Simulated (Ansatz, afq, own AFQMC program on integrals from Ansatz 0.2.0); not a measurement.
# AlH2O (doublet): quantum Monte Carlo beside coupled cluster, cc-pVDZ, part 2 of 2

Ansatz 0.2.0, Gaussian basis, and an in-house AFQMC program (afq) on its integrals; all values are calculated; cc-pVDZ, frozen cores. Earlier steps stand in the parts before.

## Step 11: Phaseless AFQMC, single-determinant trial on UHF

It reads the integrals that the CCSD(T) run on this determinant wrote.

On the command line:

```console
$ afq ham --method phaseless --trial hf --walkers 120 --populations 1 --least-time 40 --time-step 0.005 --steps-per-block 20 --equilibration-blocks 112 --max-blocks 600 --target-error 0.0012000000000000001 --factor-cut 1e-05 --start spin_pure --seed 8498 --taylor-order 6
```

The log of the run:

```text
orbitals 36  electrons 6 5  factors 270 of 395
reference energy -317.95626166 Eh
CCSD correlation -0.25493907 Eh in 11 cycles, weight of the determinant in the CISD state 0.9089
energy of the start -317.956370 Eh
 block  time / (1/Eh)  mean weight  energy / Eh
     1     0.100  1.0015  -318.034749
     2     0.200  1.0027  -318.078609
     3     0.300  1.0012  -318.113146
     4     0.400  1.0031  -318.142491
     5     0.500  1.0007  -318.154581
     6     0.600  1.0023  -318.157571
     7     0.700  1.0006  -318.176788
     8     0.800  1.0002  -318.167727
     9     0.900  1.0004  -318.187385
    10     1.000  1.0041  -318.202668
    18     1.800  0.9985  -318.177991
    35     3.500  1.0003  -318.198356
    52     5.200  0.9960  -318.191222
    69     6.900  0.9982  -318.176679
    86     8.600  0.9999  -318.217200
   103    10.300  0.9973  -318.198681
   120    12.000  1.0017  -318.210273
   137    13.700  1.0015  -318.215300
   154    15.400  0.9986  -318.238439
   171    17.100  1.0004  -318.250458
   188    18.800  0.9996  -318.231512
   205    20.500  1.0003  -318.226940
   222    22.200  0.9998  -318.265462
   239    23.900  0.9987  -318.218956
   256    25.600  1.0004  -318.218053
   273    27.300  1.0003  -318.210468
   290    29.000  0.9967  -318.186997
   307    30.700  1.0016  -318.293151
   324    32.400  0.9983  -318.188088
   341    34.100  0.9991  -318.232269
   358    35.800  0.9993  -318.238787
   375    37.500  0.9987  -318.192981
   392    39.200  0.9983  -318.236601
   409    40.900  0.9995  -318.216600
   426    42.600  1.0003  -318.197169
   443    44.300  0.9990  -318.164321
   460    46.000  1.0000  -318.197973
   477    47.700  0.9993  -318.210408
   494    49.400  1.0010  -318.216706
   511    51.100  1.0003  -318.206216
   528    52.800  0.9976  -318.173070
   545    54.500  0.9986  -318.208435
   562    56.200  1.0025  -318.234597
   579    57.900  0.9980  -318.204574
   596    59.600  0.9975  -318.208933
   613    61.300  1.0012  -318.273061
   630    63.000  0.9993  -318.208719
   647    64.700  0.9996  -318.213046
   664    66.400  1.0019  -318.200908
   681    68.100  0.9990  -318.201733
   698    69.800  0.9982  -318.220357
blocks merged  error / Eh  count
     1  0.001074  600
     2  0.001417  300
     4  0.001823  150
     8  0.002171  75
    16  0.002311  37
    32  0.002714  18
    64  0.003151  9
energy -318.220648 +/- 0.002714 Eh
```

Run time: 5.3 min. Hardware: 1 thread of Arm Neoverse V1, shared host; peak memory 0.29 GiB.

Energy -8659.2250 ± 0.0738 eV. Caveats: constraint bias not in the error; error above the target.

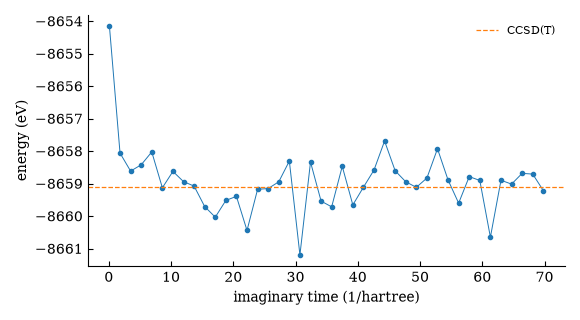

Block energies along the walk.

## Step 12: Free-projection AFQMC, CISD trial on UHF

It reads the integrals that the CCSD(T) run on this determinant wrote.

On the command line:

```console
$ afq ham --method free --trial cisd --walkers 60 --time-step 0.03 --max-blocks 80 --target-error 0.0004 --factor-cut 1e-05 --seed 5474 --times 0,0.21,0.42,0.81,1.2,1.8,2.4,3 --taylor-order 8
```

The log of the run:

```text
orbitals 36  electrons 6 5  factors 270 of 395
reference energy -317.95626166 Eh
CCSD correlation -0.25493907 Eh in 11 cycles, weight of the determinant in the CISD state 0.9089
repeat  energy at the last time / Eh  error
    10  -318.217647  0.000965
    20  -318.218260  0.001254
    30  -318.218250  0.000952
    40  -318.218220  0.000795
    50  -318.218154  0.000691
    60  -318.218391  0.000646
    70  -318.218794  0.000652
    80  -318.218614  0.000619
time / (1/Eh)  energy / Eh  error  mean overlap
  0.00  -318.211837  0.000315  1.1017
  0.21  -318.214609  0.000282  1.1065
  0.42  -318.216363  0.000275  1.1007
  0.81  -318.216322  0.000263  1.1153
  1.20  -318.217253  0.000325  1.1223
  1.80  -318.217263  0.000379  1.1373
  2.40  -318.217169  0.000428  1.1444
  3.00  -318.218614  0.000619  1.1328
energy -318.218614 +/- 0.000619 Eh
```

Run time: 4.8 min. Hardware: 1 thread of Arm Neoverse V1, shared host; peak memory 0.29 GiB.

Energy -8659.1696 ± 0.0168 eV. Caveats: remainder of the start not in the error; error above the target.

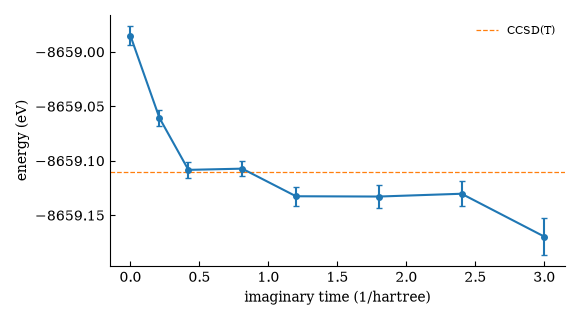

Energy against projection time, with error bars.

## Step 13: All levels side by side

On the UHF determinant, counted from CCSDT(Q) (a yardstick, not exact):

```
                                                             level  energy (eV)  from CCSDT(Q) (kcal/mol)  statistical error (kcal/mol)     time
                                                                HF   -8652.0306                   +164.03                                       
                                                               MP2   -8658.5495                    +13.70                                       
                                                              CCSD   -8658.9679                     +4.05                                       
                                                           CCSD(T)   -8659.1100                     +0.77                                       
                                                          CCSDT(Q)   -8659.1436                      0.00                                       
               Phaseless AFQMC, CISD trial, step 0.005, 60 walkers   -8659.1381                     +0.13                          0.34  8.5 min
Phaseless AFQMC, single-determinant trial, step 0.005, 120 walkers   -8659.2250                     -1.88                          1.70  5.3 min
          Free-projection AFQMC, CISD trial, step 0.03, 60 walkers   -8659.1696                     -0.60                          0.39  4.8 min
```

The functionals' totals stand on their own zeros and serve differences with other points: PBE -8670.243 eV; r2SCAN -8674.559 eV; PBE0 -8670.939 eV; B3LYP -8676.901 eV; wB97M-V -8675.027 eV; B2PLYP -8671.261 eV.

## Step 14: Summary of results

What follows sums up all 2 parts.

```
                                                      quantity                  value
                                  CCSD(T) on UHF from CCSDT(Q)         +0.77 kcal/mol
              Phaseless AFQMC, CISD trial on UHF from CCSDT(Q)  +0.13 ± 0.34 kcal/mol
Phaseless AFQMC, single-determinant trial on UHF from CCSDT(Q)  -1.88 ± 1.70 kcal/mol
        Free-projection AFQMC, CISD trial on UHF from CCSDT(Q)  -0.60 ± 0.39 kcal/mol
```

In words: On UHF the phaseless walk with the CISD trial lies +0.13 kcal/mol from CCSDT(Q), within three error bars. Free projection has no constraint; at the last time it gives -0.60 ± 0.39 kcal/mol, and from a start that isn't spin pure other spins can mix in. Error bars are statistical and leave out the constraint, the time step and what remains of the start.
